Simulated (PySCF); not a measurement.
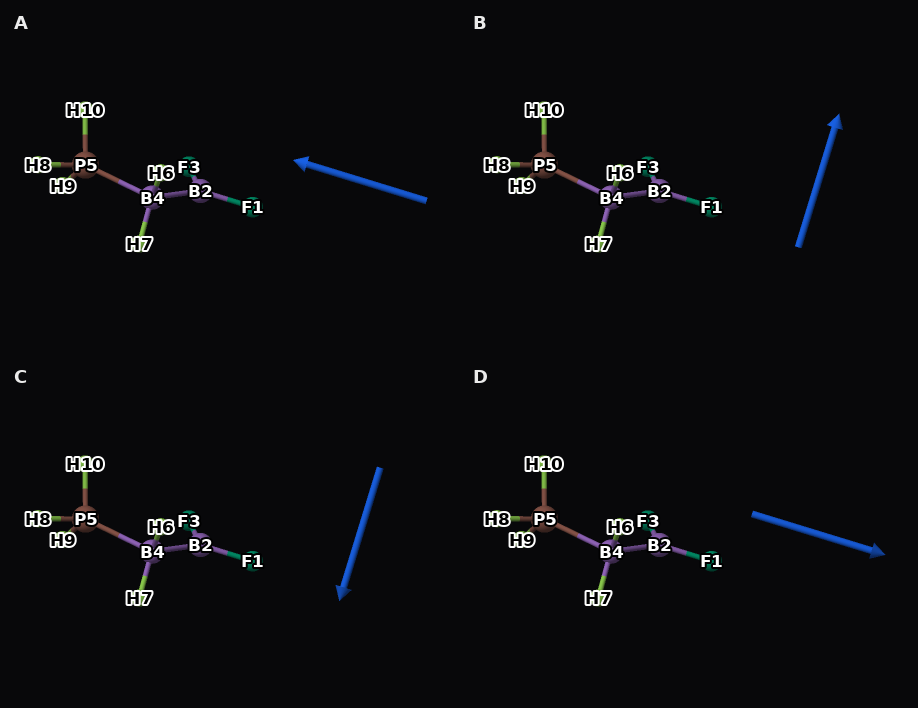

The same molecule four times, each with an arrow. The computed structure is the end point of a GFN2-xTB optimisation. No frequency run is at hand to confirm it as a minimum. Method: CAM-B3LYP/def2-SVPD, gas phase (PySCF 2.14.0).

**Which arrow points along the dipole moment, from the negative to the positive end?**

A. The dipole moment is 5.05 D; it points from the side of F1 to the side of H8 (the outermost atoms at the two ends).

The geometry is semi-empirical. Around B, P such bond lengths and angles can be off by a tenth of an ångström or more and by several degrees, and values that hang on the shape move with them.
